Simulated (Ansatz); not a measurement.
```xyz
7

B    -0.9866    0.2026   -0.9013
N    -1.3655   -0.8324   -0.0860
B    -1.7447   -1.8661    0.7305
H    -0.8348    0.0226   -2.1031
H    -0.7952    1.3199   -0.4377
H    -1.6876   -3.0236    0.3342
H    -2.1455   -1.6448    1.8664
```

Level of theory: UKS PBE/cc-pVDZ (Ansatz).

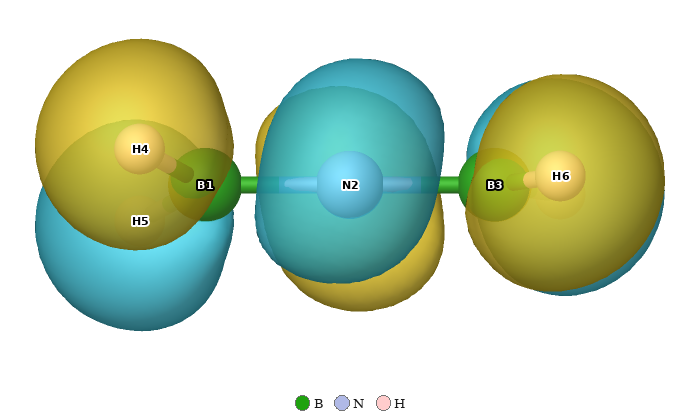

B2H4N (SMILES B[N]B) (doublet). The HOMO (α) at ±0.08 Å⁻³ᐟ² (yellow and cyan are the two phases), seen from one side.

### What is the character of this orbital?

By Hirshfeld shares it lies mainly on N2 (about 40 %), B1 (about 10 %), B3 (about 10 %), H4 (about 10 %), H5 (about 10 %), H6 (about 10 %) and H7 (about 10 %). Its energy is −5.74 eV.
